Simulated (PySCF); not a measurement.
```
atom    x (Å)    y (Å)    z (Å)
   C   2.8785   0.2740  -1.1449
   C   1.5768   0.3331  -1.3882
   P   0.3333   0.0633  -0.1219
   C  -0.5802   1.5799   0.1560
   C  -0.5857   2.2217   1.3155
   C  -0.7586  -1.2897  -0.5653
  Si  -1.8744  -1.8885   0.9161
   H   3.2716   0.0706  -0.1611
   H   3.6044   0.4296  -1.9263
   H   1.1816   0.5401  -2.3767
   H   1.0051  -0.2307   1.0476
   H  -1.1186   1.9475  -0.7107
   H  -1.1345   3.1400   1.4459
   H  -0.0464   1.8602   2.1768
   H  -1.3742  -0.9460  -1.4003
   H  -0.1354  -2.1078  -0.9319
   H  -2.6104  -0.7049   1.3600
   H  -0.9318  -2.3414   1.9395
   H  -2.7108  -2.9417   0.3626
```

Geometry: GFN2-xTB.

These are results of PySCF, PBE0/pcSseg-1, SCF density, gas phase, non-relativistic, not measurements.

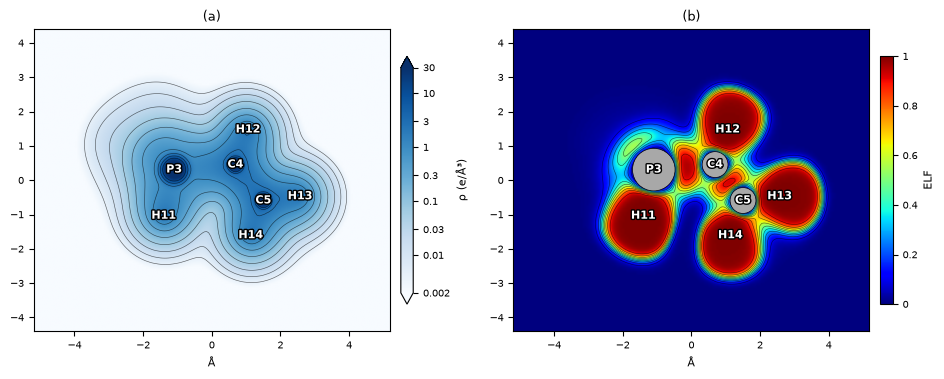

C5H12PSi (SMILES C=C[PH+](C=C)C[SiH3]) (charge +1). (a) electron density; (b) electron localisation function on the plane of atoms P3, C4 and C5. Grey discs cover the atomic cores in the ELF map.

Interpret the plot.

The plane passes through P, C and H nuclei.
C–C (1.33 Å): ρ is about 2.3 e/Å³ halfway; the ELF peaks at about 0.95 between the atoms: a short, multiple covalent bond.
C–P (1.79 Å): the density is about 1.2 e/Å³ at the midpoint; the ELF peaks at about 0.95 between the atoms, as expected for a shared electron pair.
C–H (1.08 Å): the density is about 2.1 e/Å³ at the midpoint; the ELF climbs to about 1 towards the hydrogen, as it does in any bond to H; a covalent bond by its length.
P–H (1.38 Å): ρ at the midpoint is about 1.2 e/Å³; the ELF climbs to about 1 towards the hydrogen.
